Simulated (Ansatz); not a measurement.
# Geometry relaxation, with input and output: BSiH₅SF₂ (part 2 of 3)

Continued. System: BSiH₅SF₂. Method: RKS PBE0-D4/def2-TZVP (Ansatz 0.2.0). The geometry is a transition state displaced along its imaginary mode. The reaction was set up to form B1–Si6 and S2–H5 and to break B1–S2 and H5–Si6 (atoms counted from 1 in the order of the input); sticks are drawn by distance alone.

Geometry of the input (Å):
```
B  0.3099  -0.9901  -0.3229
S  1.0506  -0.5152  -1.9741
F  -0.8011  -1.8130  -0.4003
F  1.1733  -1.2724  0.7215
H  -0.0018  0.3833  -0.5727
Si -0.7922  0.8127  0.7759
H  2.1320  0.0828  -1.4207
H  0.1329  1.9003  1.1553
H  -1.9614  1.3327  0.0420
H  -1.2423  0.0787  1.9962
```

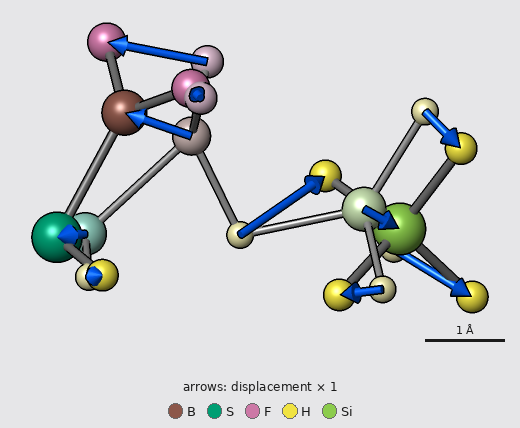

Figure 1. Start (faint) and end (solid) with the displacements as blue arrows, at true length (ball-and-stick view, seen at a tilt). The two geometries are laid on each other by the best rigid fit. The atom that moves furthest after the best rigid fit is H5 (1.60 Å). Largest moves by element: H 1.60 Å, F 1.31 Å, B 0.91 Å, Si 0.55 Å, S 0.54 Å. Distances before and after: B1–H5 1.430 → 2.983 Å, H5–Si6 1.621 → 1.486 Å, B1–S2 1.871 → 1.800 Å, B1–F3 1.385 → 1.317 Å. Among the angles that change: H5–Si6–H10 134.1° → 109.6°, H5–Si6–H9 93.8° → 109.2°, H5–Si6–H8 95.9° → 109.3°. Over 87 geometry steps the energy falls by 1.397 eV. The largest force component goes from 1.5 to 0.0032 eV/Å. The line search rejected the trial steps at points 6, 22, 40, 48, 56, 62, 70, 71 and more (counted from 0) and went back. (Atoms are counted from 1 in the order of the input.)

```
mean field -24898.02471243 eV, -914.9855316945 hartree, gradient 1.7e-5 eV, S^2 0.000000; 1 other end points of the search recorded, 0 dependent functions left out
the calculation of the forces begins
reference -24898.02474820 eV, -914.9855330092 hartree; 29, 29 occupied and 168, 168 virtual orbitals, 1240 factors
Total energy: -24898.18298166 eV, -914.9913479814 hartree
Atom 0 at     0.784074    -1.635960    -0.747912 Å, force     0.001371     0.003202    -0.000489 eV/Å
Atom 1 at     1.622568    -0.609509    -1.965459 Å, force    -0.000248    -0.000503     0.000975 eV/Å
Atom 2 at    -0.054518    -2.565861    -1.157165 Å, force    -0.000899    -0.001197    -0.000220 eV/Å
Atom 3 at     0.980986    -1.501457     0.550942 Å, force    -0.000004    -0.000958     0.000349 eV/Å
Atom 4 at    -1.488379     0.185444    -0.103732 Å, force    -0.000305    -0.000303    -0.000655 eV/Å
Atom 5 at    -1.124728     1.239766     0.877697 Å, force     0.000095    -0.000549     0.000001 eV/Å
Atom 6 at     2.290012     0.113528    -1.052245 Å, force    -0.000168    -0.000326    -0.000777 eV/Å
Atom 7 at     0.274709     1.673040     0.635717 Å, force     0.000236     0.000310     0.000349 eV/Å
Atom 8 at    -2.035697     2.399582     0.707861 Å, force     0.000156    -0.000066    -0.000339 eV/Å
Atom 9 at    -1.249027     0.701426     2.254395 Å, force    -0.000233     0.000390     0.000804 eV/Å
Dipole moment:     0.161069     0.210546     0.022474 e Å
```

## Trajectory as extended XYZ (Å, eV, eV/Å), 47 of the 88 frames kept, from step=1 to step=88
```
10
Properties=species:S:1:pos:R:3:forces:R:3 step=1 energy=-24896.78559
B     0.3099   -0.9901   -0.3229    0.1509  -1.4819   0.2848
S     1.0506   -0.5152   -1.9741    0.8380  -0.4288  -0.7771
F    -0.8011   -1.8130   -0.4003    0.9163   0.9857   0.0576
F     1.1733   -1.2724    0.7215   -0.8473   0.5783  -0.8621
H    -0.0018    0.3833   -0.5727   -0.5361  -0.3380   1.3655
Si   -0.7922    0.8127    0.7759   -0.4229   0.8166   0.3575
H     2.1320    0.0828   -1.4207   -0.2399  -0.1358  -0.1019
H     0.1329    1.9003    1.1553    0.0269   0.1182   0.0829
H    -1.9614    1.3327    0.0420   -0.1659   0.1142   0.0091
H    -1.2423    0.0787    1.9962    0.2800  -0.2284  -0.4162
10
Properties=species:S:1:pos:R:3:forces:R:3 step=3 energy=-24897.58824
B     0.3863   -1.0465   -0.4366    0.6778  -1.2804  -0.3307
S     1.2463   -0.7960   -2.0969   -0.2597   0.1761   0.7478
F    -0.7357   -1.7907   -0.4587    0.1060   0.2265  -0.0980
F     1.1419   -1.1740    0.6805   -0.1062   0.2055  -0.2939
H    -0.1299    0.3302   -0.2934   -0.1736   0.6536  -0.1385
Si   -0.8897    1.0029    0.8300   -0.1137  -0.2971   0.3105
H     2.2139   -0.0360   -1.5442   -0.0279  -0.1430  -0.1429
H     0.0297    2.0625    1.2999   -0.0714   0.0424   0.0237
H    -2.1150    1.5059    0.1717   -0.0065   0.0753   0.0708
H    -1.1479   -0.0582    1.8476   -0.0249   0.3410  -0.1486
10
Properties=species:S:1:pos:R:3:forces:R:3 step=5 energy=-24897.97413
B     0.5752   -1.2911   -0.5741    0.4838  -0.1337  -0.0110
S     1.2675   -0.8054   -2.2053   -0.0316  -0.0589   0.7414
F    -0.5742   -1.9458   -0.4906    0.3124   0.0426  -0.0441
F     1.3314   -1.1620    0.5270   -0.4151  -0.2105  -0.4655
H    -0.3003    0.4073   -0.2059   -0.1737   0.3949   0.0450
Si   -1.0106    1.1137    0.9030    0.1082  -0.2191  -0.1877
H     2.3416   -0.2590   -1.5909   -0.1256  -0.0771  -0.2848
H    -0.0674    2.1303    1.4306   -0.1010   0.0225   0.0721
H    -2.2118    1.7321    0.2876   -0.0175   0.0373   0.1559
H    -1.3514    0.0799    1.9186   -0.0399   0.2020  -0.0212
10
Properties=species:S:1:pos:R:3:forces:R:3 step=7 energy=-24898.08988 accepted=F
B     0.6786   -1.4619   -0.6088    0.4043  -0.7167  -0.2264
S     1.3595   -0.9154   -2.1877   -0.4584   0.0378  -0.3742
F    -0.4441   -2.1541   -0.5836   -0.1711   0.2527  -0.1589
F     1.3801   -1.4280    0.5002    0.1224   0.3703   0.4247
H    -0.4032    0.6607   -0.2523   -0.0410  -0.0541   0.0598
Si   -1.0909    1.2436    0.9324    0.0932  -0.1643   0.1232
H     2.4285   -0.2631   -1.7292    0.1416   0.0048   0.2913
H    -0.1766    2.2507    1.5180   -0.0172   0.0826   0.0425
H    -2.3394    1.8719    0.4573   -0.1200   0.0871   0.0107
H    -1.3924    0.1955    1.9540    0.0461   0.0996  -0.1928
10
Properties=species:S:1:pos:R:3:forces:R:3 step=9 energy=-24898.15886
B     0.7409   -1.5247   -0.6612    0.1326   0.0312  -0.0215
S     1.3577   -0.9182   -2.2433   -0.0604  -0.0479  -0.0247
F    -0.3939   -2.1900   -0.6075   -0.0289  -0.0178  -0.0371
F     1.4184   -1.3506    0.4586   -0.0126  -0.0195   0.0561
H    -0.4520    0.6406   -0.2052   -0.0026   0.0063  -0.0204
Si   -1.1190    1.2673    0.9617   -0.0171  -0.0090   0.0400
H     2.4545   -0.3538   -1.7151    0.0103  -0.0048   0.0081
H    -0.1963    2.2664    1.5548   -0.0100   0.0176   0.0118
H    -2.3561    1.9329    0.4863   -0.0225   0.0251   0.0260
H    -1.4542    0.2302    1.9710    0.0110   0.0189  -0.0382
10
Properties=species:S:1:pos:R:3:forces:R:3 step=10 energy=-24898.16655
B     0.7737   -1.5555   -0.6841    0.0370  -0.0181  -0.0046
S     1.4044   -0.9880   -2.2731   -0.0242   0.0008   0.0063
F    -0.3615   -2.2231   -0.6373   -0.0038  -0.0043  -0.0147
F     1.4258   -1.3529    0.4456   -0.0045   0.0043   0.0220
H    -0.4882    0.6954   -0.1982   -0.0080   0.0084  -0.0095
Si   -1.1482    1.3017    0.9858    0.0052  -0.0129  -0.0036
H     2.4832   -0.3900   -1.7437    0.0139  -0.0097  -0.0096
H    -0.2257    2.2952    1.5893   -0.0076   0.0100   0.0113
H    -2.3937    1.9726    0.5393   -0.0144   0.0166   0.0171
H    -1.4697    0.2446    1.9766    0.0063   0.0049  -0.0147
10
Properties=species:S:1:pos:R:3:forces:R:3 step=12 energy=-24898.17025
B     0.8126   -1.5919   -0.7030   -0.0257  -0.0370   0.0444
S     1.4455   -1.0492   -2.2968    0.0305   0.0285  -0.0078
F    -0.3196   -2.2662   -0.6602    0.0039   0.0069   0.0049
F     1.4435   -1.3616    0.4336   -0.0023   0.0115  -0.0230
H    -0.5460    0.7760   -0.2107   -0.0005   0.0118  -0.0107
Si   -1.1836    1.3427    1.0055   -0.0207   0.0127   0.0083
H     2.5307   -0.4495   -1.7806   -0.0069  -0.0096  -0.0105
H    -0.2591    2.3220    1.6309    0.0004  -0.0101  -0.0065
H    -2.4435    2.0277    0.6171    0.0186  -0.0138   0.0063
H    -1.4805    0.2500    1.9643    0.0028  -0.0009  -0.0053
10
Properties=species:S:1:pos:R:3:forces:R:3 step=14 energy=-24898.17173
B     0.8147   -1.5886   -0.6875   -0.0433  -0.0553  -0.0589
S     1.4543   -1.0708   -2.2888    0.0066   0.0081  -0.0005
F    -0.3193   -2.2597   -0.6384    0.0070   0.0245   0.0026
F     1.4432   -1.3440    0.4448    0.0324   0.0324   0.0585
H    -0.5813    0.8521   -0.2694   -0.0187   0.0141   0.0368
Si   -1.1902    1.3482    0.9952   -0.0031  -0.0150  -0.0219
H     2.5512   -0.4833   -1.7844   -0.0092  -0.0013   0.0044
H    -0.2563    2.3036    1.6429   -0.0011  -0.0059  -0.0044
H    -2.4678    2.0379    0.6792    0.0223  -0.0149   0.0062
H    -1.4484    0.2046    1.9066    0.0069   0.0132  -0.0227
10
Properties=species:S:1:pos:R:3:forces:R:3 step=16 energy=-24898.17314
B     0.7959   -1.5596   -0.6615    0.0053  -0.0373  -0.0463
S     1.4559   -1.0917   -2.2714   -0.0169  -0.0050   0.0259
F    -0.3436   -2.2197   -0.6020    0.0064   0.0233   0.0002
F     1.4193   -1.2877    0.4690    0.0019   0.0225   0.0172
H    -0.5972    0.9073   -0.3347   -0.0310   0.0203   0.0750
Si   -1.1769    1.3309    0.9724   -0.0147  -0.0494  -0.0343
H     2.5511   -0.4986   -1.7705   -0.0011   0.0023   0.0047
H    -0.2363    2.2644    1.6419   -0.0032  -0.0085  -0.0039
H    -2.4720    2.0190    0.7265    0.0404  -0.0239   0.0090
H    -1.3963    0.1357    1.8305    0.0130   0.0556  -0.0475
10
Properties=species:S:1:pos:R:3:forces:R:3 step=18 energy=-24898.17420
B     0.7801   -1.5337   -0.6491    0.0313   0.0025   0.0310
S     1.4599   -1.1125   -2.2623   -0.0009   0.0030   0.0174
F    -0.3627   -2.1862   -0.5832   -0.0056  -0.0012   0.0005
F     1.3911   -1.2292    0.4822   -0.0224  -0.0037  -0.0449
H    -0.5974    0.9191   -0.3575   -0.0034   0.0036   0.0040
Si   -1.1644    1.3118    0.9598   -0.0087  -0.0031   0.0029
H     2.5458   -0.5018   -1.7621   -0.0010  -0.0023  -0.0039
H    -0.2203    2.2340    1.6396   -0.0007  -0.0031  -0.0012
H    -2.4628    1.9990    0.7415    0.0114  -0.0068   0.0034
H    -1.3694    0.0996    1.7910    0.0000   0.0110  -0.0093
10
Properties=species:S:1:pos:R:3:forces:R:3 step=20 energy=-24898.17443
B     0.7824   -1.5303   -0.6428    0.0139   0.0170   0.0109
S     1.4681   -1.1334   -2.2597   -0.0041  -0.0051   0.0140
F    -0.3596   -2.1838   -0.5705    0.0015  -0.0046  -0.0025
F     1.3858   -1.2015    0.4851   -0.0085  -0.0067  -0.0225
H    -0.6171    0.9499   -0.3777   -0.0032   0.0022   0.0073
Si   -1.1672    1.3118    0.9558    0.0032  -0.0029  -0.0057
H     2.5517   -0.5136   -1.7658   -0.0017  -0.0010  -0.0005
H    -0.2123    2.2142    1.6468   -0.0016  -0.0020  -0.0010
H    -2.4660    2.0066    0.7704    0.0025   0.0001   0.0015
H    -1.3657    0.0801    1.7585   -0.0020   0.0031  -0.0016
10
Properties=species:S:1:pos:R:3:forces:R:3 step=22 energy=-24898.17462
B     0.7932   -1.5294   -0.6382   -0.0096   0.0016  -0.0058
S     1.4782   -1.1604   -2.2612    0.0045   0.0003  -0.0020
F    -0.3391   -2.1986   -0.5548    0.0074   0.0018   0.0019
F     1.3872   -1.1645    0.4827    0.0015  -0.0013   0.0080
H    -0.6450    0.9678   -0.3905   -0.0002   0.0002  -0.0003
Si   -1.1757    1.3131    0.9548    0.0046   0.0034   0.0026
H     2.5525   -0.5158   -1.7787   -0.0044  -0.0003  -0.0016
H    -0.1946    2.1775    1.6582   -0.0057  -0.0057  -0.0046
H    -2.4597    2.0416    0.7966    0.0041   0.0000  -0.0003
H    -1.3970    0.0687    1.7311   -0.0022   0.0000   0.0019
10
Properties=species:S:1:pos:R:3:forces:R:3 step=24 energy=-24898.17474
B     0.8002   -1.5281   -0.6332   -0.0227   0.0138   0.0043
S     1.4802   -1.1714   -2.2607    0.0186   0.0049   0.0021
F    -0.3241   -2.2101   -0.5418    0.0215   0.0031   0.0071
F     1.3874   -1.1380    0.4833   -0.0053  -0.0134  -0.0060
H    -0.6598    0.9646   -0.3975   -0.0003  -0.0011  -0.0010
Si   -1.1788    1.3093    0.9525   -0.0029   0.0125   0.0128
H     2.5452   -0.5045   -1.7867   -0.0127  -0.0064  -0.0063
H    -0.1761    2.1447    1.6616   -0.0114  -0.0127  -0.0094
H    -2.4460    2.0702    0.8045    0.0145  -0.0080   0.0002
H    -1.4282    0.0631    1.7182    0.0006   0.0075  -0.0038
10
Properties=species:S:1:pos:R:3:forces:R:3 step=26 energy=-24898.17491
B     0.8040   -1.5250   -0.6272   -0.0105  -0.0058   0.0163
S     1.4765   -1.1702   -2.2584    0.0242   0.0163   0.0095
F    -0.3089   -2.2249   -0.5298    0.0265   0.0165   0.0084
F     1.3886   -1.1212    0.4864   -0.0189  -0.0129  -0.0233
H    -0.6706    0.9483   -0.4024   -0.0002  -0.0006  -0.0010
Si   -1.1793    1.3039    0.9487   -0.0084   0.0144   0.0192
H     2.5318   -0.4828   -1.7909   -0.0215  -0.0129  -0.0098
H    -0.1544    2.1114    1.6592   -0.0175  -0.0157  -0.0135
H    -2.4269    2.0980    0.8023    0.0239  -0.0143   0.0026
H    -1.4608    0.0626    1.7123    0.0024   0.0149  -0.0086
10
Properties=species:S:1:pos:R:3:forces:R:3 step=27 energy=-24898.17500
B     0.8034   -1.5250   -0.6255   -0.0110   0.0029   0.0045
S     1.4737   -1.1643   -2.2564    0.0138   0.0065   0.0060
F    -0.3085   -2.2261   -0.5284    0.0167   0.0065   0.0051
F     1.3878   -1.1228    0.4884   -0.0078  -0.0086  -0.0102
H    -0.6717    0.9428   -0.4043   -0.0001  -0.0007   0.0013
Si   -1.1778    1.3020    0.9469   -0.0029   0.0089   0.0087
H     2.5280   -0.4765   -1.7883   -0.0115  -0.0066  -0.0048
H    -0.1504    2.1071    1.6550   -0.0084  -0.0087  -0.0080
H    -2.4223    2.0994    0.8001    0.0110  -0.0066   0.0019
H    -1.4623    0.0634    1.7127    0.0004   0.0064  -0.0044
10
Properties=species:S:1:pos:R:3:forces:R:3 step=29 energy=-24898.17521
B     0.8089   -1.5231   -0.6139   -0.0075   0.0018  -0.0106
S     1.4652   -1.1480   -2.2476   -0.0040  -0.0057   0.0057
F    -0.2840   -2.2523   -0.5108    0.0078   0.0010  -0.0037
F     1.3860   -1.1045    0.4974    0.0045   0.0016   0.0053
H    -0.6970    0.9074   -0.4177   -0.0050   0.0037   0.0097
Si   -1.1763    1.2911    0.9372   -0.0007   0.0026  -0.0036
H     2.5007   -0.4303   -1.7843    0.0005   0.0000   0.0024
H    -0.1076    2.0487    1.6359   -0.0072  -0.0061  -0.0042
H    -2.3840    2.1443    0.7982    0.0097  -0.0067   0.0021
H    -1.5119    0.0669    1.7057    0.0020   0.0078  -0.0030
10
Properties=species:S:1:pos:R:3:forces:R:3 step=31 energy=-24898.17532
B     0.8150   -1.5255   -0.6123    0.0018  -0.0100   0.0012
S     1.4720   -1.1485   -2.2450   -0.0014   0.0016   0.0033
F    -0.2641   -2.2747   -0.5090    0.0035   0.0057  -0.0042
F     1.3808   -1.0913    0.4991   -0.0024   0.0042   0.0001
H    -0.7262    0.8926   -0.4250   -0.0043   0.0032   0.0062
Si   -1.1799    1.2893    0.9347    0.0009   0.0039   0.0005
H     2.4915   -0.4087   -1.7803   -0.0013  -0.0017  -0.0009
H    -0.0829    2.0165    1.6220   -0.0094  -0.0055  -0.0053
H    -2.3652    2.1755    0.8091    0.0106  -0.0069   0.0011
H    -1.5410    0.0748    1.7068    0.0020   0.0054  -0.0020
10
Properties=species:S:1:pos:R:3:forces:R:3 step=33 energy=-24898.17538
B     0.8197   -1.5286   -0.6127   -0.0139   0.0135   0.0126
S     1.4858   -1.1517   -2.2414    0.0103   0.0016   0.0026
F    -0.2503   -2.2916   -0.5149    0.0143   0.0022  -0.0006
F     1.3660   -1.0749    0.5010   -0.0039  -0.0113  -0.0107
H    -0.7610    0.8807   -0.4337   -0.0030   0.0028   0.0052
Si   -1.1828    1.2876    0.9331    0.0031   0.0056  -0.0002
H     2.4897   -0.3934   -1.7720   -0.0069  -0.0059  -0.0036
H    -0.0595    1.9916    1.6017   -0.0095  -0.0050  -0.0059
H    -2.3508    2.1988    0.8268    0.0086  -0.0062   0.0012
H    -1.5567    0.0816    1.7122    0.0009   0.0027  -0.0006
10
Properties=species:S:1:pos:R:3:forces:R:3 step=35 energy=-24898.17543
B     0.8187   -1.5274   -0.6139    0.0004   0.0011   0.0168
S     1.4965   -1.1543   -2.2386    0.0092   0.0072   0.0033
F    -0.2470   -2.2970   -0.5221    0.0095   0.0079   0.0025
F     1.3547   -1.0679    0.5028   -0.0115  -0.0099  -0.0184
H    -0.7818    0.8765   -0.4395   -0.0017   0.0010   0.0052
Si   -1.1837    1.2866    0.9324    0.0041   0.0061  -0.0022
H     2.4933   -0.3895   -1.7645   -0.0079  -0.0059  -0.0037
H    -0.0482    1.9840    1.5864   -0.0059  -0.0036  -0.0043
H    -2.3468    2.2051    0.8399    0.0036  -0.0031   0.0005
H    -1.5557    0.0839    1.7171    0.0002  -0.0008   0.0004
10
Properties=species:S:1:pos:R:3:forces:R:3 step=37 energy=-24898.17547
B     0.8155   -1.5257   -0.6143   -0.0003   0.0023  -0.0047
S     1.5002   -1.1510   -2.2360   -0.0011  -0.0010   0.0009
F    -0.2536   -2.2909   -0.5282   -0.0009  -0.0018   0.0014
F     1.3489   -1.0714    0.5051    0.0009  -0.0005   0.0008
H    -0.7879    0.8742   -0.4422   -0.0002  -0.0005   0.0009
Si   -1.1822    1.2855    0.9313    0.0001  -0.0021  -0.0021
H     2.4980   -0.3914   -1.7571    0.0014   0.0008   0.0015
H    -0.0458    1.9895    1.5754    0.0023   0.0012   0.0009
H    -2.3498    2.1983    0.8448   -0.0025   0.0018  -0.0001
H    -1.5433    0.0829    1.7212    0.0002  -0.0002   0.0006
10
Properties=species:S:1:pos:R:3:forces:R:3 step=39 energy=-24898.17549
B     0.8128   -1.5255   -0.6170    0.0011  -0.0022  -0.0119
S     1.5129   -1.1453   -2.2309   -0.0047  -0.0022   0.0027
F    -0.2550   -2.2937   -0.5432   -0.0028  -0.0016   0.0006
F     1.3342   -1.0730    0.5086    0.0035   0.0033   0.0058
H    -0.8158    0.8611   -0.4481   -0.0009   0.0007   0.0040
Si   -1.1823    1.2841    0.9298    0.0022  -0.0038  -0.0015
H     2.5046   -0.3853   -1.7403    0.0029   0.0025   0.0024
H    -0.0303    1.9873    1.5471   -0.0013  -0.0003  -0.0005
H    -2.3473    2.2016    0.8590   -0.0006   0.0011  -0.0007
H    -1.5338    0.0887    1.7350    0.0007   0.0025  -0.0008
10
Properties=species:S:1:pos:R:3:forces:R:3 step=41 energy=-24898.17525 accepted=F
B     0.8055   -1.5305   -0.6296    0.0226  -0.0442   0.0157
S     1.5391   -1.1199   -2.2218   -0.0013   0.0169   0.0297
F    -0.2547   -2.3128   -0.5897    0.0195   0.0371  -0.0046
F     1.3027   -1.0954    0.5148   -0.0236   0.0024  -0.0310
H    -0.8722    0.8135   -0.4491   -0.0072   0.0114   0.0373
Si   -1.1820    1.2836    0.9295    0.0288  -0.0055  -0.0003
H     2.5151   -0.3618   -1.6952   -0.0180  -0.0115  -0.0100
H     0.0014    1.9948    1.4808   -0.0381  -0.0231  -0.0183
H    -2.3406    2.2112    0.8742    0.0096  -0.0055  -0.0015
H    -1.5143    0.1173    1.7863    0.0077   0.0219  -0.0171
10
Properties=species:S:1:pos:R:3:forces:R:3 step=43 energy=-24898.17554
B     0.8093   -1.5313   -0.6240    0.0019  -0.0033  -0.0013
S     1.5214   -1.1255   -2.2266   -0.0014   0.0009   0.0101
F    -0.2558   -2.3052   -0.5690    0.0054   0.0052  -0.0021
F     1.3203   -1.0926    0.5122   -0.0026  -0.0004  -0.0050
H    -0.8367    0.8312   -0.4443   -0.0016   0.0018   0.0067
Si   -1.1806    1.2841    0.9299    0.0053  -0.0032   0.0003
H     2.5059   -0.3687   -1.7160   -0.0035  -0.0023  -0.0019
H    -0.0167    1.9963    1.5146   -0.0056  -0.0039  -0.0030
H    -2.3433    2.2046    0.8575    0.0005  -0.0004  -0.0003
H    -1.5237    0.1072    1.7658    0.0015   0.0056  -0.0036
```
